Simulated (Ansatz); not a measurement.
```json
{"atom": "F", "x (Å)": "0.0467", "y (Å)": "2.2248", "z (Å)": "0.4604"}
{"atom": "C", "x (Å)": "0.2286", "y (Å)": "1.1102", "z (Å)": "-0.3360"}
{"atom": "N", "x (Å)": "0.7217", "y (Å)": "-0.0148", "z (Å)": "0.3816"}
{"atom": "Si", "x (Å)": "-0.5550", "y (Å)": "-1.1879", "z (Å)": "0.1561"}
{"atom": "S", "x (Å)": "-1.4194", "y (Å)": "0.4451", "z (Å)": "-0.9669"}
{"atom": "H", "x (Å)": "0.8521", "y (Å)": "1.4463", "z (Å)": "-1.1963"}
{"atom": "H", "x (Å)": "1.6754", "y (Å)": "-0.0109", "z (Å)": "0.7477"}
{"atom": "H", "x (Å)": "-0.1783", "y (Å)": "-2.4006", "z (Å)": "-0.6506"}
{"atom": "H", "x (Å)": "-1.2832", "y (Å)": "-1.6586", "z (Å)": "1.3869"}
```

The calculation used RKS PBE-D4/def2-SVP in Ansatz.

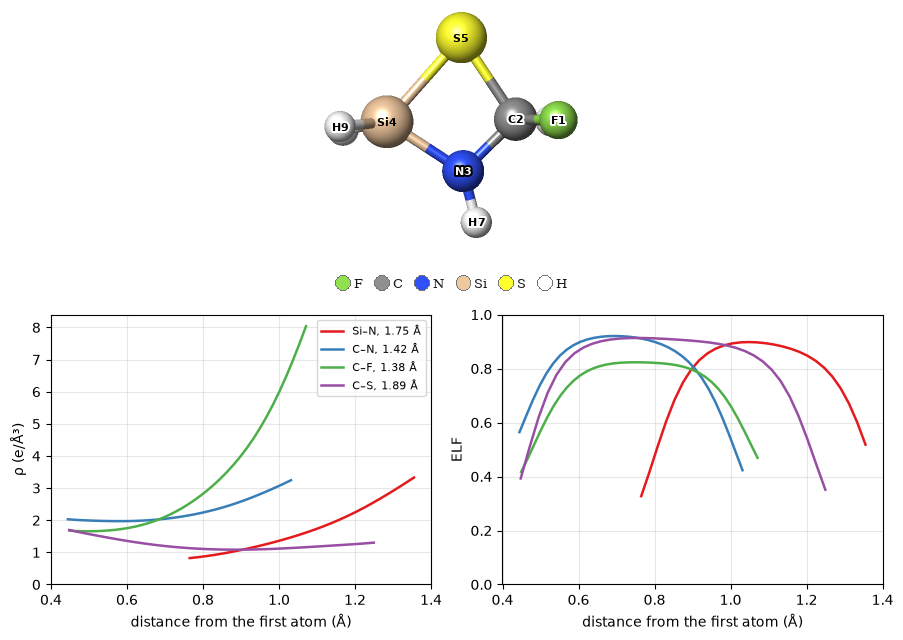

CH4FNSSi. Total electron density and electron localisation function along straight lines between neighbouring atoms. The curves leave out the atomic cores. The structure is drawn too.

What kind of bonding do the profiles show?

Si–N (1.75 Å): ρ is about 1 e/Å³ halfway; the ELF peaks at about 0.90 between the atoms, as expected for a polar covalent bond.
C–N (1.42 Å): ρ is about 2.1 e/Å³ halfway; the ELF peaks at about 0.90 between the atoms, as expected for a covalent bond.
C–F (1.38 Å): ρ is about 2.1 e/Å³ halfway, with its minimum of 1.7 e/Å³ about 0.5 Å from C; the ELF peaks at about 0.80 between the atoms (a polar covalent bond).
C–S (1.89 Å): ρ at the midpoint is about 1.1 e/Å³; the ELF peaks at about 0.90 between the atoms; a shared electron pair.
